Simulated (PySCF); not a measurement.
# One shape, several levels: CH6ClInSi (SMILES [CH3][In]([SiH3])[Cl])

Aim: a comparison of 3 runs (HF/STO-3G, PBE0/STO-3G, MP2/def2-TZVP) of CH6ClInSi. Input form: a Python script.

The results are computed with PySCF 2.14.0.

## 1. The structure to begin with

CH6ClInSi has 10 atoms, charge 0, and is taken as a singlet. SMILES: `[CH3][In]([SiH3])[Cl]`. The coordinates come from a PBE0-D4/def2-TZVP relaxation.

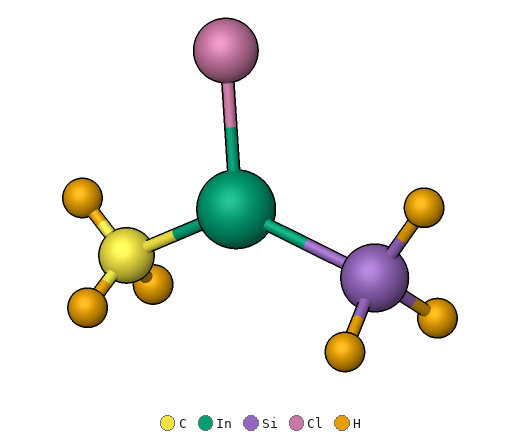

The structure, seen from a chosen angle (carbon yellow, indium teal, silicon purple, chlorine pink, hydrogen amber).

## 2. Energy and gradient at HF/STO-3G (run 1)

run.py reads:

```python
from pyscf import gto

mol = gto.Mole()
mol.atom = [
    ('C', (-0.949700, 1.813700, -0.793500)),
    ('In', (-0.434700, -0.206900, -0.307800)),
    ('Si', (1.361300, -1.433300, 1.052000)),
    ('Cl', (-1.957200, -1.714200, -1.309800)),
    ('H', (-0.111400, 2.307700, -1.287300)),
    ('H', (-1.187700, 2.367500, 0.116300)),
    ('H', (-1.814900, 1.809300, -1.455300)),
    ('H', (1.201100, -2.904800, 0.939400)),
    ('H', (1.261700, -1.039600, 2.484400)),
    ('H', (2.714800, -1.050500, 0.564600)),
]
mol.max_memory = 1860
mol.spin = 0
mol.basis = 'sto-3g'
mol.verbose = 4
mol.build()

myscf = mol.RHF()
myscf.conv_tol = 1e-10
myscf.kernel()
if not myscf.converged:
    myscf = myscf.newton().run(myscf.mo_coeff, myscf.mo_occ)

e_final = myscf.e_tot
print('E = %.10f Eh' % e_final)
grad = myscf.nuc_grad_method().kernel()
dip = myscf.dip_moment()
pop, q = myscf.mulliken_pop()
```

Started as:

```bash
OMP_NUM_THREADS=1 python run.py
```

The program printed:

```text
PySCF version 2.14.0

[... 62 lines left out ...]
converged SCF energy = -6464.08126402581
[... 12 lines left out ...]
Dipole moment(X, Y, Z, Debye):  2.57633,  2.31461,  1.70400
[... 67 lines left out ...]
charge of    9H =     -0.15788
```

Wall time 6.3 s (1 thread of Intel Xeon at 2.70GHz, shared host); peak memory 0.13 GiB.

## 3. Energy and gradient at PBE0/STO-3G (run 2)

job.py reads:

```python
from pyscf import gto, dft

mol = gto.M(
    atom=[
    ('C', (-0.949700, 1.813700, -0.793500)),
    ('In', (-0.434700, -0.206900, -0.307800)),
    ('Si', (1.361300, -1.433300, 1.052000)),
    ('Cl', (-1.957200, -1.714200, -1.309800)),
    ('H', (-0.111400, 2.307700, -1.287300)),
    ('H', (-1.187700, 2.367500, 0.116300)),
    ('H', (-1.814900, 1.809300, -1.455300)),
    ('H', (1.201100, -2.904800, 0.939400)),
    ('H', (1.261700, -1.039600, 2.484400)),
    ('H', (2.714800, -1.050500, 0.564600)),
],
    spin=0,
    max_memory=1860,
    basis='sto-3g',
    verbose=4,
)

mf = dft.RKS(mol, xc='pbe0')
mf.conv_tol = 1e-10
mf.grids.level = 5
mf.kernel()
if not mf.converged:
    mf = mf.newton().run(mf.mo_coeff, mf.mo_occ)

energy = mf.e_tot
print('E(%s) = %.9f' % ('PBE0', energy))
grad = mf.nuc_grad_method().kernel()
mf.analyze()
```

Started as:

```bash
OMP_NUM_THREADS=1 python job.py
```

The program printed:

```text
PySCF version 2.14.0

[... 97 lines left out ...]
DFT Exchange-Correlation Energy =     -212.984522204958949
[... 9 lines left out ...]
MO #8   energy= -25.9088731242241  occ= 2
[... 7 lines left out ...]
MO #16  energy= -15.5458361256373  occ= 2
[... 7 lines left out ...]
MO #24  energy= -3.39948202108129  occ= 2
[... 7 lines left out ...]
MO #32  energy= -0.508076695281296 occ= 2
[... 7 lines left out ...]
MO #40  energy= -0.294018392032226 occ= 2
[... 7 lines left out ...]
MO #48  energy= 0.143956238864513  occ= 0
[... 7 lines left out ...]
MO #56  energy= 0.517380103367582  occ= 0
[... 69 lines left out ...]
Dipole moment(X, Y, Z, Debye):  2.23504,  2.09595,  1.47686
```

Run time: 39 s. Hardware: 1 thread of Intel Xeon at 2.70GHz, shared host; peak memory 0.57 GiB.

## 4. Energy and forces at MP2/def2-TZVP (core potential) (run 3)

job.py reads:

```python
from pyscf import gto, scf, mp

molecule = gto.Mole()
molecule.atom = '''
C   -0.949700   1.813700  -0.793500
In  -0.434700  -0.206900  -0.307800
Si   1.361300  -1.433300   1.052000
Cl  -1.957200  -1.714200  -1.309800
H   -0.111400   2.307700  -1.287300
H   -1.187700   2.367500   0.116300
H   -1.814900   1.809300  -1.455300
H    1.201100  -2.904800   0.939400
H    1.261700  -1.039600   2.484400
H    2.714800  -1.050500   0.564600
'''
molecule.spin = 0
molecule.basis = 'def2-tzvp'
molecule.ecp = {'In': 'def2-svp'}
molecule.max_memory = 1860
molecule.verbose = 3
molecule.build()

mf = scf.RHF(molecule)
mf.conv_tol = 1e-10
mf.kernel()
if not mf.converged:
    mf = mf.newton().run(mf.mo_coeff, mf.mo_occ)

pt = mp.MP2(mf, frozen=15).run()
etot = pt.e_tot
print('Final energy', etot)
grad = pt.nuc_grad_method().kernel()
dip = mf.dip_moment()
pop, q = mf.mulliken_pop()
```

Started as:

```bash
OMP_NUM_THREADS=1 python job.py
```

The program printed:

```text
converged SCF energy = -979.097435701713
[... 2 lines left out ...]
Final energy -979.8589532638155
[... 8 lines left out ...]
Dipole moment(X, Y, Z, Debye):  2.15863,  2.45643,  1.39719
[... 202 lines left out ...]
charge of    9H =     -0.04217
```

Wall time 5.7 min (1 thread of Intel Xeon at 2.70GHz, shared host); peak memory 2.9 GiB.

## 5. Overview of the runs

| run | level | integration grid | core potential | energy (Eh) | dipole moment (D) of the reference | HOMO energy (eV) | LUMO energy (eV) | wall time |
| --- | --- | --- | --- | --- | --- | --- | --- | --- |
| 1 | HF/STO-3G | – | – | -6464.081264 | 3.86 | -7.71 | 5.01 | 6.3 s |
| 2 | PBE0/STO-3G | 5 | – | -6466.956730 | 3.40 | -4.85 | 1.39 | 39 s |
| 3 | MP2/def2-TZVP (core potential) | – | def2-svp | -979.858953 | 3.56 | -9.84 | 0.71 | 5.7 min |

## 6. Results

| quantity | value |
| --- | --- |
| run 3: total energy | -979.85895 Eh |
| run 3: dipole moment (Hartree–Fock density) | 3.56 D |
| run 3: HOMO energy (Hartree–Fock orbitals) | -9.84 eV |
| run 3: LUMO energy (Hartree–Fock orbitals) | 0.71 eV |
| run 3: HOMO–LUMO gap (Hartree–Fock orbitals) | 10.54 eV |
| run 3: correlation energy (15 core orbitals frozen) | -761.5 mEh |
| run 3: largest force on an atom | 0.171 eV/Å |

What this shows: Some runs of one species differ in core potentials or relativity; totals across that change don't compare. In runs 1, 2 the basis is minimal, so the values are rough. In runs 1, 2 relativity is left out where basis or elements ask for it. All runs together took 6.5 min, the longest 5.7 min.
